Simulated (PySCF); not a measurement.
# C₃H₁₀B₂: electronic excitations and core binding energies

What electronic excitations and core binding energies should C₃H₁₀B₂ (`BC[C@@H](B)C`) show?

Programs: PySCF 2.14.0, with density-fitted response routines of our own. Each step states its level of theory. These are calculated values for one molecule in the gas phase, unless marked as measured. Atoms are numbered from 0 throughout.

**1. The starting structure**

15 atoms, charge 0, multiplicity 1; geometry from: GFN2-xTB.

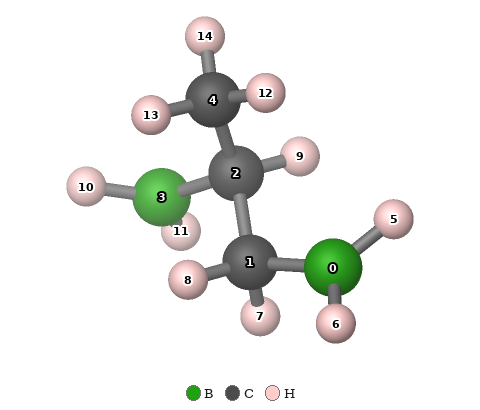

As it starts; boron green, carbon dark grey, hydrogen pink, atoms numbered.

**2. Ultraviolet spectrum: CAM-B3LYP/def2-SVPD**

Job settings and geometry (Å):

```
{"job": {"kind": "uv", "xc": "CAM-B3LYP", "basis": "def2-SVPD", "nstates": 8, "ntriplets": 3}, "charge": 0, "multiplicity": 1}
B      2.105216     0.312475    -0.000453
C      0.819268    -0.541140     0.271209
C     -0.485145    -0.085092    -0.440300
B     -1.467722    -1.288827    -0.199901
C     -0.923069     1.262488     0.135420
H      2.187792     1.007193    -0.937400
H      3.019214     0.206922     0.722813
H      1.077026    -1.551284    -0.075836
H      0.615803    -0.657538     1.339145
H     -0.239690     0.062735    -1.496262
H     -2.174363    -1.301660     0.732363
H     -1.438768    -2.216847    -0.912818
H     -0.137576     2.006935     0.011092
H     -1.142968     1.173165     1.197325
H     -1.819430     1.618465    -0.368310
```

With the program's defaults for keys left out, this is: TDDFT CAM-B3LYP/def2-SVPD, vertical, gas phase, core orbitals frozen in the response.

On the command line:

```sh
OMP_NUM_THREADS=1 python probes_run.py task.json out
```

The driver reads the jobs from task.json and runs them one after another.

The program printed:

```text
coarse grid: 11632 points
cycle   1  E = -169.6822413595  dE =  2.582e-01  |g| = 2.904e-01  |ddm| = 5.768e+00
cycle   2  E = -169.6951016503  dE = -1.286e-02  |g| = 2.261e-01  |ddm| = 8.755e-01
cycle   3  E = -169.7082359582  dE = -1.313e-02  |g| = 3.760e-02  |ddm| = 3.513e-01
cycle   4  E = -169.7086447482  dE = -4.088e-04  |g| = 7.804e-03  |ddm| = 1.033e-01
cycle   5  E = -169.7086613230  dE = -1.657e-05  |g| = 2.612e-03  |ddm| = 1.961e-02
cycle   6  E = -169.7086631494  dE = -1.826e-06  |g| = 5.559e-04  |ddm| = 5.425e-03
final grid: 109760 points
cycle   7  E = -169.7459893981  dE = -3.742e-05  |g| = 3.478e-03  |ddm| = 7.706e-02
cycle   8  E = -169.7459899783  dE = -5.802e-07  |g| = 3.293e-03  |ddm| = 1.145e-02
cycle   9  E = -169.7459927694  dE = -2.791e-06  |g| = 1.802e-04  |ddm| = 4.480e-03
cycle  10  E = -169.7459927802  dE = -1.082e-08  |g| = 9.082e-05  |ddm| = 6.942e-04
cycle  11  E = -169.7459927825  dE = -2.299e-09  |g| = 2.176e-05  |ddm| = 2.041e-04
cycle  12  E = -169.7459927827  dE = -1.917e-10  |g| = 6.496e-06  |ddm| = 5.048e-05
converged SCF energy = -169.7459927827

Static polarisability (au): isotropic 64.935, principal 57.745 62.664 74.396

Singlet excitations
state   eV       nm        f      main configurations
  1   5.4172    228.9   0.01190   H->L+1 0.65, H->L 0.25
  2   5.5241    224.4   0.00330   H->L 0.60, H->L+1 0.24
  3   5.9516    208.3   0.00119   H-2->L 0.68, H-4->L 0.14
  4   6.0012    206.6   0.00081   H-1->L+1 0.65, H-2->L+1 0.10, H-1->L 0.10
  5   7.1645    173.1   0.01297   H-2->L+1 0.70, H-1->L+1 0.09
  6   7.3256    169.2   0.00545   H-1->L 0.73
  7   7.5215    164.8   0.00126   H-3->L 0.52, H-5->L 0.18
  8   7.5847    163.5   0.00296   H-3->L+1 0.60, H-5->L+1 0.18, H-1->L+1 0.10

Triplet excitations (Tamm-Dancoff, eV): 4.8645 5.0607 5.3076
```

Wall time 43 s (1 thread of Arm Neoverse N1, shared host); peak memory 0.77 GiB.

Frontier orbitals and where they lie:

| orbital | eV | atoms |
| --- | --- | --- |
| HOMO−3 | -11.37 | C4 19 %, C1 17 %, B3 10 % |
| HOMO−2 | -10.52 | C1 18 %, B0 18 %, C2 14 % |
| HOMO−1 | -10.44 | C2 21 %, B3 20 %, C4 12 % |
| HOMO | -9.58 | C2 27 %, B3 21 %, C1 13 % |
| LUMO | -0.35 | B0 49 %, C1 12 %, H5 10 % |
| LUMO+1 | -0.17 | B3 47 %, H10 11 %, H11 10 % |
| LUMO+2 | 1.09 | B0 38 %, B3 27 %, H7 5 % |

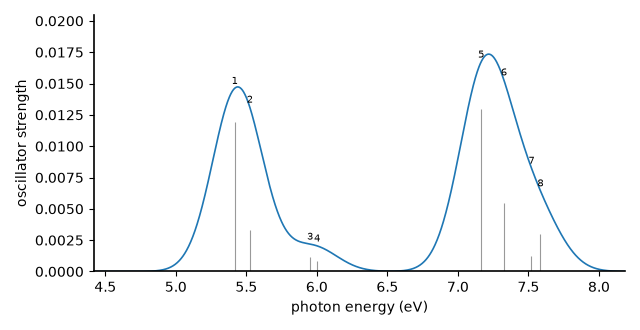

Absorption spectrum from the 8 singlet states computed; above the last one it falls off for lack of states. Lines are broadened to a width of 0.40 eV (Gaussian).

Further results of this job:

| property | computed |
| --- | --- |
| dipole moment (D) | 0.15 |
| polarisability (Å³) | 9.62 |
| HOMO–LUMO gap (eV) | 9.23 |
| −ε(HOMO) (eV) | 9.58 |

**3. X-ray photoelectron lines: SCAN, X2C**

Settings changed since step 2:

```diff
@@ -1,2 +1,2 @@
-{"job": {"kind": "uv", "xc": "CAM-B3LYP", "basis": "def2-SVPD", "nstates": 8, "ntriplets": 3}, "charge": 0, "multiplicity": 1}
+{"job": {"kind": "xps"}, "charge": 0, "multiplicity": 1}
 B      2.105216     0.312475    -0.000453
```

Level: delta-SCF UKS SCAN, pcX-2 on the ionised atom, pcseg-1 elsewhere, spin-free X2C.

The program printed:

```text
ground state, core basis on atom 0 (B), 151 functions
  cycle   1  E = -169.84306255  |g| = 4.78e-01
  cycle   2  E = -169.78893854  |g| = 6.49e-01
  cycle   3  E = -169.90931691  |g| = 6.70e-02
  cycle   4  E = -169.91051815  |g| = 2.22e-02
  cycle   5  E = -169.91063824  |g| = 7.90e-03
  cycle   6  E = -169.91065312  |g| = 2.08e-03
  cycle   7  E = -169.91065519  |g| = 4.36e-04
  E(ground) = -169.91995675 Eh
hole in B 1s of atom 0
  cycle   1  E = -162.29598825  |g| = 1.15e+00
  cycle   2  E = -160.17470076  |g| = 1.93e+00
  cycle   3  E = -162.48506757  |g| = 5.30e-01
  cycle   4  E = -162.68714103  |g| = 1.48e-01
  cycle   5  E = -162.51186867  |g| = 4.03e-01
  cycle   6  E = -162.69161789  |g| = 1.02e-01
  cycle   7  E = -162.69929703  |g| = 3.92e-02
  cycle   8  E = -162.70035506  |g| = 1.25e-02
  cycle   9  E = -162.69976126  |g| = 3.21e-02
  cycle  10  E = -162.70040888  |g| = 1.65e-02
  cycle  11  E = -162.70065401  |g| = 4.15e-03
  cycle  12  E = -162.70065333  |g| = 5.31e-03
  cycle  13  E = -162.70067822  |g| = 2.69e-03
  cycle  14  E = -162.70068706  |g| = 6.08e-04
  cycle  15  E = -162.70068731  |g| = 5.20e-04
  cycle  16  E = -162.70068814  |g| = 1.46e-04
  E(ion) = -162.70981431 Eh   <S^2> = 0.9313   hole on atom = 1.000   binding energy = 196.198 eV
ground state, core basis on atom 1 (C), 151 functions
  cycle   1  E = -169.91899511  |g| = 5.69e-02
  cycle   2  E = -169.91897387  |g| = 1.68e-02
  cycle   3  E = -169.91894755  |g| = 1.93e-02
  cycle   4  E = -169.91904404  |g| = 1.42e-03
  cycle   5  E = -169.91904407  |g| = 3.01e-04
  E(ground) = -169.92680876 Eh
hole in C 1s of atom 1
  cycle   1  E = -158.67857637  |g| = 1.51e+00
  cycle   2  E = -157.99589546  |g| = 1.83e+00
  cycle   3  E = -159.20486989  |g| = 3.31e-01
  cycle   4  E = -159.24726853  |g| = 8.41e-02
  cycle   5  E = -159.24990899  |g| = 3.45e-02
  cycle   6  E = -159.25049225  |g| = 9.13e-03
  cycle   7  E = -159.25053873  |g| = 3.35e-03
  cycle   8  E = -159.25054750  |g| = 1.19e-03
  cycle   9  E = -159.25054840  |g| = 7.75e-04
  cycle  10  E = -159.25054888  |g| = 2.00e-04
  E(ion) = -159.25705906 Eh   <S^2> = 0.7686   hole on atom = 1.000   binding energy = 290.339 eV
ground state, core basis on atom 2 (C), 151 functions
  cycle   1  E = -169.91905916  |g| = 5.90e-02
  cycle   2  E = -169.91899572  |g| = 2.54e-02
  cycle   3  E = -169.91902977  |g| = 2.22e-02
  cycle   4  E = -169.91915433  |g| = 1.82e-03
  cycle   5  E = -169.91915597  |g| = 2.77e-04
  E(ground) = -169.92729480 Eh
hole in C 1s of atom 2
  cycle   1  E = -158.68938008  |g| = 1.52e+00
  cycle   2  E = -157.88504269  |g| = 1.92e+00
  cycle   3  E = -159.21302026  |g| = 3.43e-01
  cycle   4  E = -159.25979945  |g| = 7.70e-02
  cycle   5  E = -159.26191579  |g| = 2.39e-02
  cycle   6  E = -159.26220232  |g| = 9.65e-03
  cycle   7  E = -159.26225685  |g| = 3.17e-03
  cycle   8  E = -159.26226431  |g| = 1.38e-03
  cycle   9  E = -159.26226751  |g| = 7.38e-04
  cycle  10  E = -159.26226728  |g| = 2.18e-04
  E(ion) = -159.26900631 Eh   <S^2> = 0.7696   hole on atom = 1.000   binding energy = 290.027 eV
ground state, core basis on atom 3 (B), 151 functions
  cycle   1  E = -169.91059538  |g| = 4.65e-02
  cycle   2  E = -169.91056841  |g| = 2.03e-02
  cycle   3  E = -169.91061907  |g| = 1.54e-02
  cycle   4  E = -169.91068594  |g| = 1.96e-03
  cycle   5  E = -169.91068807  |g| = 3.52e-04
  E(ground) = -169.91988579 Eh
hole in B 1s of atom 3
  cycle   1  E = -162.30895016  |g| = 1.15e+00
  cycle   2  E = -160.16327095  |g| = 1.92e+00
  cycle   3  E = -162.50065414  |g| = 5.22e-01
  cycle   4  E = -162.70502022  |g| = 1.55e-01
  cycle   5  E = -162.71658205  |g| = 7.47e-02
  cycle   6  E = -162.71893844  |g| = 4.60e-02
  cycle   7  E = -162.72026579  |g| = 1.28e-02
  cycle   8  E = -162.72045140  |g| = 1.34e-02
  cycle   9  E = -162.72062232  |g| = 7.85e-03
  cycle  10  E = -162.72075226  |g| = 4.08e-03
  cycle  11  E = -162.72077640  |g| = 1.82e-03
  cycle  12  E = -162.72077924  |g| = 9.16e-04
  cycle  13  E = -162.72078075  |g| = 3.58e-04
  E(ion) = -162.73009400 Eh   <S^2> = 0.9015   hole on atom = 1.000   binding energy = 195.644 eV
ground state, core basis on atom 4 (C), 151 functions
  cycle   1  E = -169.91873059  |g| = 5.65e-02
  cycle   2  E = -169.91871006  |g| = 1.71e-02
  cycle   3  E = -169.91870413  |g| = 1.78e-02
  cycle   4  E = -169.91878021  |g| = 1.39e-03
  cycle   5  E = -169.91878142  |g| = 2.49e-04
  E(ground) = -169.92633759 Eh
hole in C 1s of atom 4
  cycle   1  E = -158.68964949  |g| = 1.51e+00
  cycle   2  E = -158.14545811  |g| = 1.73e+00
  cycle   3  E = -159.21257287  |g| = 3.04e-01
  cycle   4  E = -159.24705403  |g| = 6.93e-02
  cycle   5  E = -159.24871411  |g| = 3.31e-02
  cycle   6  E = -159.24922862  |g| = 8.87e-03
  cycle   7  E = -159.24926925  |g| = 3.71e-03
  cycle   8  E = -159.24927848  |g| = 1.06e-03
  cycle   9  E = -159.24927968  |g| = 6.52e-04
  cycle  10  E = -159.24927949  |g| = 2.20e-04
  E(ion) = -159.25563184 Eh   <S^2> = 0.7674   hole on atom = 1.000   binding energy = 290.365 eV
```

Wall time 2 min (1 thread of Arm Neoverse N1, shared host); peak memory 0.64 GiB.

The holes in one table. −ε is the ground-state orbital energy:

| hole | stands for | environment | ΔSCF (eV) | −ε (eV) | ⟨S²⟩ |
| --- | --- | --- | --- | --- | --- |
| B1s on B0 | B0 | boron bonded to C, 2 H | 196.20 (doubtful) | 180.3 | 0.931 |
| C1s on C1 | C1 | sp3 CH2 bonded to B | 290.34 | 273.5 | 0.769 |
| C1s on C2 | C2 | sp3 CH bonded to B | 290.03 | 273.2 | 0.770 |
| B1s on B3 | B3 | boron bonded to C, 2 H | 195.64 (doubtful) | 179.9 | 0.901 |
| C1s on C4 | C4 | methyl carbon | 290.36 | 273.2 | 0.767 |

Doubtful: the ion did not converge, its hole moved, or its ⟨S²⟩ is well above 0.75.

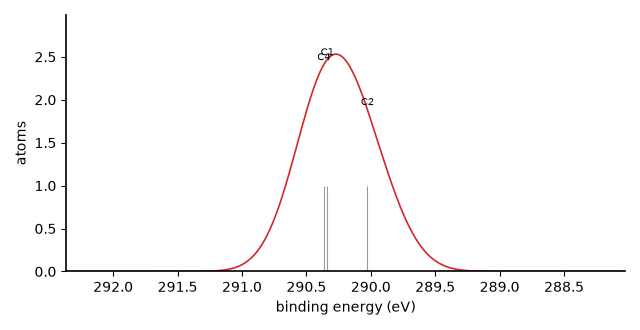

The C1s photoelectron lines, weighted by the number of atoms. Lines are broadened to a width of 0.60 eV (Gaussian).

**4. Results**

| quantity | value |
| --- | --- |
| lowest singlet (CAM-B3LYP/def2-SVPD) | 5.42 eV (229 nm), f = 0.012 |
| brightest single state of those computed | state 5, 7.16 eV, f = 0.013 |
| lowest triplet | 4.86 eV |
| C1s binding energies, SCAN/pcX-2 | C4 290.36, C1 290.34, C2 290.03 eV |

**Reading.** The lowest singlet, at 5.42 eV, is HOMO→LUMO+1 0.65, HOMO→LUMO 0.25 and is weak; of the 8 states computed, the strongest absorption comes from state 5 at 7.16 eV. The lowest triplet lies 0.55 eV below the lowest singlet (triplets in Tamm-Dancoff, singlets in full TDDFT). The C1s levels kept as sound span 0.34 eV, from C2 (sp3 CH bonded to B) up to C4 (methyl carbon).
